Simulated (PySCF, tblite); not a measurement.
# C₄H₉Si₂ radical: geometry, infrared bands and EPR parameters

What infrared bands and EPR parameters should C₄H₉Si₂ radical (`C=[C]/C([SiH3])=C/[SiH3]`) show?

The runs use tblite 0.8.0 and PySCF 2.14.0, with density-fitted response routines of our own; the level of theory stands in each step. All values are computed, except where a source is named. Atoms are numbered from 0 throughout.

### 1 The molecule as given

15 atoms, charge 0, multiplicity 2; geometry from: force field or distance geometry start.

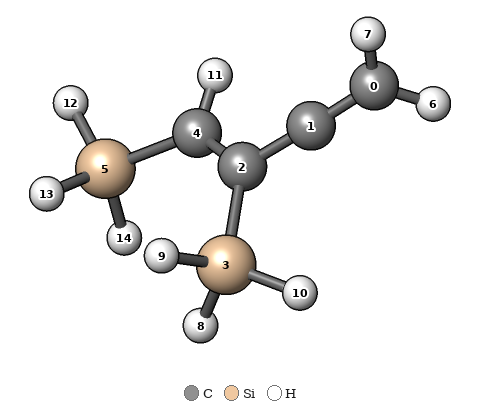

As it starts; carbon grey, silicon light orange, hydrogen white, atoms numbered.

### 2 Geometry optimisation with GFN2-xTB

Job settings and geometry (Å):

```
{"job": {"kind": "relax", "xc": "GFN2-xTB", "basis": "xTB"}, "charge": 0, "multiplicity": 2}
C      2.965100    -0.592700    -0.439600
C      1.689000    -0.309200    -0.321300
C      0.314300    -0.023200    -0.144500
Si    -0.472500     0.748500    -1.664900
C     -0.274100    -0.318400     1.039600
Si    -2.007200    -0.093200     1.597400
H      3.702300     0.198500    -0.390100
H      3.291700    -1.607100    -0.582300
H     -1.388800     1.832400    -1.253400
H     -1.267600    -0.282700    -2.383600
H      0.547000     1.307100    -2.576800
H      0.329700    -0.767700     1.817000
H     -2.205400    -0.803200     2.896200
H     -2.938200    -0.639900     0.588000
H     -2.289600     1.358700     1.796200
```

On the command line:

```
> OMP_NUM_THREADS=1 python probes_run.py task.json out
```

This one command runs all jobs of the session in turn.

What it wrote:

```text
step      E/eV     max force
  0    -448.12190    3.618
  1    -448.29958    0.509
  2    -448.31935    0.387
  3    -448.32749    0.340
  4    -448.33457    0.430
  5    -448.34136    0.287
  6    -448.35389    0.192
  7    -448.35620    0.176
  8    -448.36078    0.194
  9    -448.36400    0.193
 10    -448.36722    0.150
 11    -448.36991    0.142
 12    -448.37300    0.166
 13    -448.37631    0.184
 14    -448.37945    0.141
 15    -448.38180    0.116
 16    -448.38368    0.117
 17    -448.38528    0.116
 18    -448.38666    0.119
 19    -448.38798    0.107
 20    -448.38929    0.090
 21    -448.39039    0.084
 22    -448.39112    0.064
 23    -448.39162    0.074
 24    -448.39213    0.073
 25    -448.39265    0.060
 26    -448.39306    0.050
 27    -448.39332    0.038
 28    -448.39356    0.044
 29    -448.39388    0.056
 30    -448.39428    0.068
 31    -448.39465    0.052
 32    -448.39493    0.042
 33    -448.39515    0.037
 34    -448.39536    0.039
 35    -448.39557    0.037
 36    -448.39577    0.035
 37    -448.39595    0.036
 38    -448.39611    0.038
 39    -448.39627    0.037
 40    -448.39645    0.044
 41    -448.39666    0.045
 42    -448.39687    0.037
 43    -448.39701    0.031
 44    -448.39710    0.025
 45    -448.39717    0.024
 46    -448.39724    0.028
 47    -448.39730    0.021
 48    -448.39734    0.016
 49    -448.39736    0.014
 50    -448.39739    0.015
 51    -448.39744    0.025
 52    -448.39749    0.026
 53    -448.39754    0.019
 54    -448.39756    0.012
 55    -448.39758    0.018
 56    -448.39762    0.028
 57    -448.39768    0.040
 58    -448.39777    0.042
 59    -448.39784    0.027
 60    -448.39788    0.013
 61    -448.39790    0.013
 62    -448.39794    0.020
 63    -448.39798    0.024
 64    -448.39803    0.020
 65    -448.39806    0.017
 66    -448.39809    0.019
 67    -448.39813    0.025
 68    -448.39818    0.026
 69    -448.39823    0.016
 70    -448.39825    0.012
 71    -448.39827    0.013
 72    -448.39830    0.020
 73    -448.39835    0.032
 74    -448.39845    0.040
 75    -448.39857    0.034
 76    -448.39866    0.018
 77    -448.39871    0.011
 78    -448.39873    0.011
 79    -448.39877    0.013
 80    -448.39884    0.017
 81    -448.39892    0.022
 82    -448.39899    0.022
 83    -448.39904    0.016
 84    -448.39907    0.011
 85    -448.39910    0.010
 86    -448.39914    0.015
 87    -448.39918    0.013
 88    -448.39922    0.016
 89    -448.39926    0.014
 90    -448.39928    0.011
 91    -448.39930    0.009
```

It took 0.44 s on 1 thread of Arm Neoverse V2, shared host.

The steps of the relaxation: (not every step is listed)

| step | energy from step 0 (eV) | largest force (eV/Å) |
| --- | --- | --- |
| 0 | 0.0000 | 3.6176 |
| 1 | -0.1777 | 0.5090 |
| 2 | -0.1975 | 0.3868 |
| 3 | -0.2056 | 0.3402 |
| 4 | -0.2127 | 0.4302 |
| 5 | -0.2195 | 0.2871 |
| 6 | -0.2320 | 0.1916 |
| 7 | -0.2343 | 0.1765 |
| 8 | -0.2389 | 0.1936 |
| 15 | -0.2599 | 0.1164 |
| 22 | -0.2692 | 0.0637 |
| 29 | -0.2720 | 0.0560 |
| 36 | -0.2739 | 0.0350 |
| 43 | -0.2751 | 0.0306 |
| 50 | -0.2755 | 0.0146 |
| 57 | -0.2758 | 0.0401 |
| 64 | -0.2761 | 0.0198 |
| 71 | -0.2764 | 0.0127 |
| 78 | -0.2768 | 0.0112 |
| 85 | -0.2772 | 0.0104 |
| 86 | -0.2772 | 0.0149 |
| 87 | -0.2773 | 0.0130 |
| 88 | -0.2773 | 0.0162 |
| 89 | -0.2774 | 0.0139 |
| 90 | -0.2774 | 0.0107 |
| 91 | -0.2774 | 0.0094 |

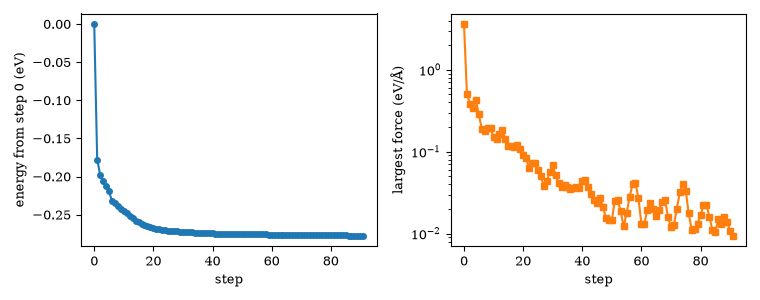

Energy and force, step by step.

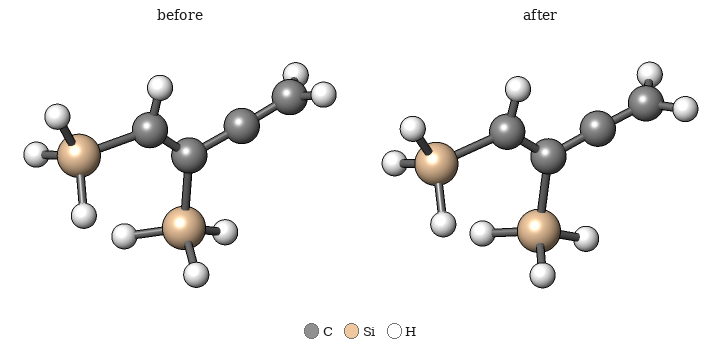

The geometry before (left) and after (right).

Close pairs (by a distance rule), those that changed most:

| bond | before (Å) | after (Å) | change (Å) |
| --- | --- | --- | --- |
| C1–C2 | 1.415 | 1.337 | -0.078 |
| C2–C4 | 1.355 | 1.399 | +0.044 |
| Si5–H12 | 1.493 | 1.466 | -0.027 |
| C2–Si3 | 1.878 | 1.901 | +0.023 |
| Si3–H9 | 1.487 | 1.464 | -0.023 |
| C0–C1 | 1.313 | 1.290 | -0.022 |
| C4–Si5 | 1.835 | 1.856 | +0.022 |
| Si5–H14 | 1.492 | 1.471 | -0.021 |

The final coordinates are the input of the step that follows.

### 3 Vibrational analysis with GFN2-xTB

Job settings and geometry (Å):

```
{"job": {"kind": "ir", "xc": "GFN2-xTB", "basis": "xTB"}, "charge": 0, "multiplicity": 2}
C      2.956680    -0.523559    -0.478452
C      1.702265    -0.304090    -0.271515
C      0.399532    -0.059617    -0.096427
Si    -0.507659     0.699939    -1.584513
C     -0.243093    -0.365856     1.107867
Si    -2.029020    -0.066357     1.515969
H      3.718741     0.209404    -0.250624
H      3.321130    -1.456160    -0.887712
H     -1.233216     1.895114    -1.154088
H     -1.432654    -0.291638    -2.136849
H      0.502010     1.048315    -2.587521
H      0.384072    -0.805154     1.876802
H     -2.321524    -0.766343     2.770323
H     -2.910035    -0.571982     0.455181
H     -2.311643     1.365974     1.699647
```

What it wrote:

```text
mode    cm-1     km/mol
  1      50.1      0.20
  2      82.2      0.47
  3     103.0      0.04
  4     116.5      0.14
  5     142.3      0.15
  6     220.8      1.15
  7     310.9      0.74
  8     333.6      0.67
  9     410.9      0.54
 10     460.7      9.31
 11     515.3     51.96
 12     523.2     46.15
 13     541.8     36.55
 14     558.3     81.01
 15     616.5     94.02
 16     645.8     27.63
 17     768.8     81.75
 18     773.4     24.83
 19     775.0    449.44
 20     795.1    309.45
 21     804.7     93.67
 22     808.6    383.15
 23     817.5    271.46
 24     866.5     82.99
 25     921.3      3.22
 26    1133.4     21.09
 27    1246.8     10.86
 28    1333.3     10.63
 29    1400.3      5.33
 30    1952.6    248.88
 31    2175.7    298.54
 32    2204.0    230.78
 33    2236.3    389.68
 34    2250.3    287.63
 35    2255.0    310.85
 36    2265.2    300.77
 37    3008.5     51.59
 38    3014.8     11.36
 39    3025.7     29.77
```

Wall time 0.38 s (1 thread of Arm Neoverse V2, shared host).

The strongest bands and the atoms that carry them (share of the mass-weighted mode):

| cm⁻¹ | km/mol | atoms |
| --- | --- | --- |
| 775 | 449.4 | H8 24 %, H10 24 %, H9 21 %, H12 11 % |
| 795 | 309.4 | H12 33 %, H10 21 %, H13 20 %, H9 15 % |
| 809 | 383.1 | H14 28 %, H13 28 % |
| 2176 | 298.5 | H14 87 % |
| 2236 | 389.7 | H12 93 % |
| 2250 | 287.6 | H10 91 % |
| 2255 | 310.9 | H9 91 % |
| 2265 | 300.8 | H8 96 % |

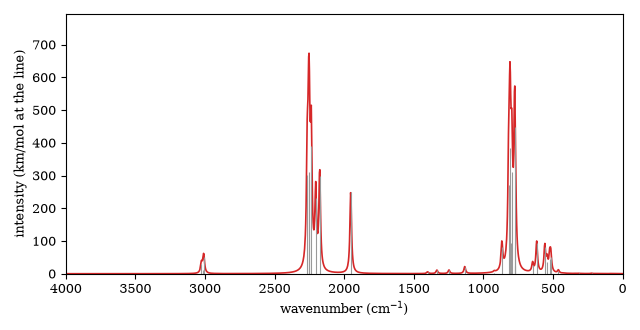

The infrared spectrum from these modes, unscaled. Lines are broadened to a width of 14 cm⁻¹ (Lorentzian).

### 4 g tensor and hyperfine couplings: B3LYP/pcH-1

The job, as its differences from that of step 3:

```diff
@@ -1,2 +1,2 @@
-{"job": {"kind": "ir", "xc": "GFN2-xTB", "basis": "xTB"}, "charge": 0, "multiplicity": 2}
+{"job": {"kind": "epr", "basis": "pcH-1"}, "charge": 0, "multiplicity": 2}
 C      2.956680    -0.523559    -0.478452
```

Level: UKS B3LYP, pcH-1 on C H Si, non-relativistic, mean-field spin-orbit, GIAO.

What it wrote:

```text
UKS, coarse grid
  cycle   1  E = -736.71467281  |g| = 2.90e-01
  cycle   2  E = -736.70588941  |g| = 3.07e-01
  cycle   3  E = -736.75220084  |g| = 7.14e-02
  cycle   4  E = -736.75423804  |g| = 4.02e-02
  cycle   5  E = -736.75521321  |g| = 6.96e-03
  cycle   6  E = -736.75527667  |g| = 3.51e-03
  cycle   7  E = -736.75528814  |g| = 3.21e-03
  cycle   8  E = -736.75529551  |g| = 6.22e-04
UKS, final grid
  cycle   1  E = -736.75529966  |g| = 8.45e-04
  cycle   2  E = -736.75529904  |g| = 1.49e-03
  cycle   3  E = -736.75530021  |g| = 1.69e-04
  cycle   4  E = -736.75530025  |g| = 1.31e-04
  cycle   5  E = -736.75530030  |g| = 5.51e-05
  cycle   6  E = -736.75530030  |g| = 1.43e-05
E = -736.75530030 Eh   <S^2> = 0.7723 (exact 0.7500)
g shifts (ppm)      1          2          3
  rmc          -134       -134       -134
  gc              1         33         34
  oz_so         -31        106        560
  total        -164          5        460
hyperfine (MHz)  atom isotope    a_iso     a_fc   dipolar eigenvalues
    0   13C     -34.04     -34.04     -8.27      2.15      6.12
    1   13C      43.76      43.84    -45.41    -34.81     80.22
    2   13C     -44.07     -44.09    -22.95      8.70     14.25
    3  29Si      -8.50      -8.52     -1.49      0.66      0.83
    4   13C      62.19      62.27    -54.89    -52.86    107.75
    5  29Si      36.52      36.58     -1.70     -0.21      1.91
    6    1H      96.39      96.39     -2.84     -2.05      4.89
    7    1H      96.54      96.54     -2.85     -2.05      4.90
    8    1H      -5.18      -5.18     -1.45     -0.85      2.30
    9    1H      -6.93      -6.93     -1.50     -0.73      2.23
   10    1H      -0.76      -0.76     -1.43     -1.28      2.71
   11    1H     -41.46     -41.47    -22.89     -1.88     24.77
   12    1H       1.59       1.59     -2.54     -2.05      4.60
   13    1H      36.23      36.23     -2.41     -1.53      3.94
   14    1H      61.17      61.17     -2.59     -1.15      3.73
```

It took 55 s on 1 thread of Arm Neoverse V2, shared host; peak memory 1 GiB.

Principal g values 2.00216, 2.00232, 2.00278; g(iso) = 2.00242, against 2.00232 for a free electron.

Mean a(iso) over the nuclei that a row names, and the largest dipolar term of the row (other rows stand at the frozen geometry):

| nuclei | isotope | a(iso) (MHz) | a(iso) (G, at g = 2.0023) | largest dipolar term (MHz) |
| --- | --- | --- | --- | --- |
| H6, H7 | 1H | 96.5 | 34.4 | 4.9 |
| C4 | 13C | 62.2 | 22.2 | 107.7 |
| C2 | 13C | -44.1 | -15.7 | -23.0 |
| C1 | 13C | 43.8 | 15.6 | 80.2 |
| H11 | 1H | -41.5 | -14.8 | 24.8 |
| Si5 | 29Si | 36.5 | 13.0 | 1.9 |
| C0 | 13C | -34.0 | -12.1 | -8.3 |
| H12, H13, H14 | 1H | 33.0 | 11.8 | 4.6 |
| Si3 | 29Si | -8.5 | -3.0 | -1.5 |
| H8, H9, H10 | 1H | -4.3 | -1.5 | 2.7 |

Mulliken spin populations:

C0 -0.09; C1 0.51; C2 -0.23; Si3 0.01; C4 0.73; Si5 -0.03; H6 0.04; H7 0.04; H8 0.00; H9 0.00; H10 0.00; H11 -0.03; H12 0.00; H13 0.02; H14 0.03

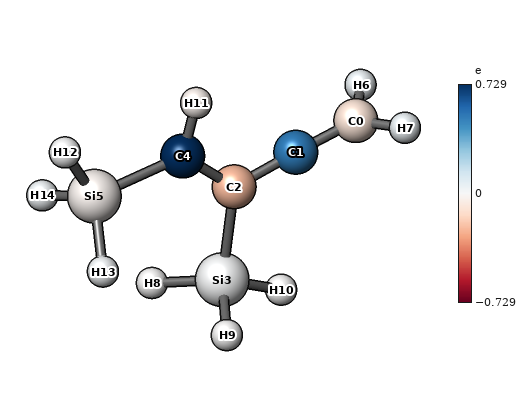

Mulliken spin populations, as colours on the atoms.

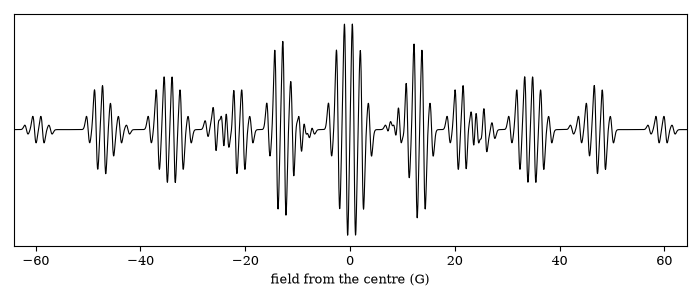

First-order isotropic spectrum (first derivative, main isotopes with spin only, couplings over 0.8 MHz, Gaussian width 0.3 G; couplings of the frozen geometry, rotation of groups not averaged beyond the rows shown).

The fields below are evaluated on a grid from the run's orbitals.

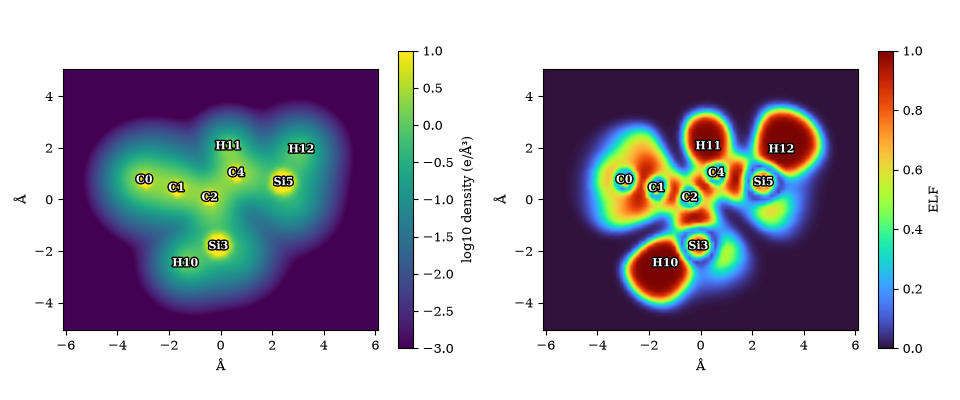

Density (left) and ELF (right) in a plane through or near 9 of the atoms.

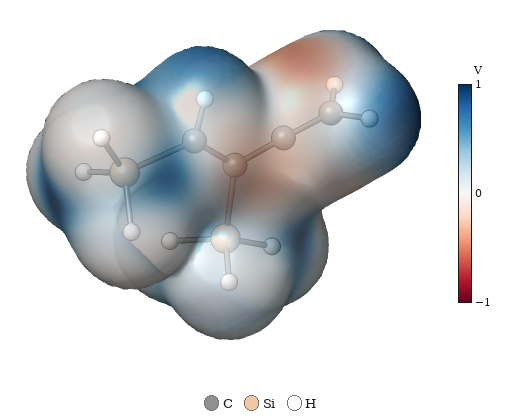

Electrostatic potential on the surface of density 0.002 e/bohr³; red is low, blue high. It runs from -0.39 V near C0 to 1.00 V near H9.

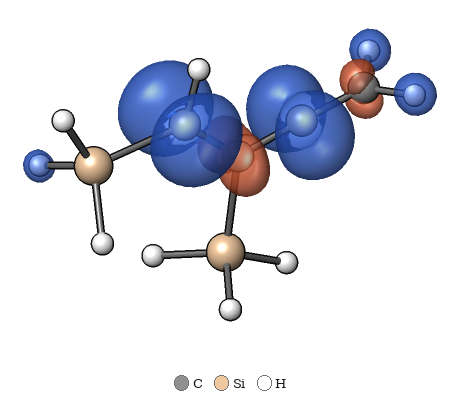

Spin density at ±0.03 e/Å³ (alpha excess blue, beta excess red).

### 5 Results

| quantity | value |
| --- | --- |
| strongest single infrared mode (GFN2-xTB) | 775 cm⁻¹, 449 km/mol |
| zero-point energy (GFN2-xTB) | 60.7 kcal/mol |
| g(iso) (B3LYP) | 2.00242 |
| ⟨S²⟩ | 0.772 (exact 0.75) |
| largest a(iso) (averaged by class) | 1H on H6, H7, 96.5 MHz |
| potential on the surface of density 0.002 e/bohr³, 1st and 99th percentile | -0.39 V and 1.00 V |

In words: Relaxing lowered the energy by 0.277 eV in 91 steps; the close pair that moved most is C1–C2, from 1.415 to 1.337 Å. No mode is imaginary among the 39: a minimum at this level. GFN2-xTB is a fitted tight-binding method: band positions and strengths are rough. Its intensities can rank the bands wrongly. The largest spin populations lie on C4 (0.73 e), C1 (0.51 e). The isotropic g lies 0.1 ppt above the free-electron value. The conformer search found further structures of the same energy, which may be mirror or relabelled copies of this one.
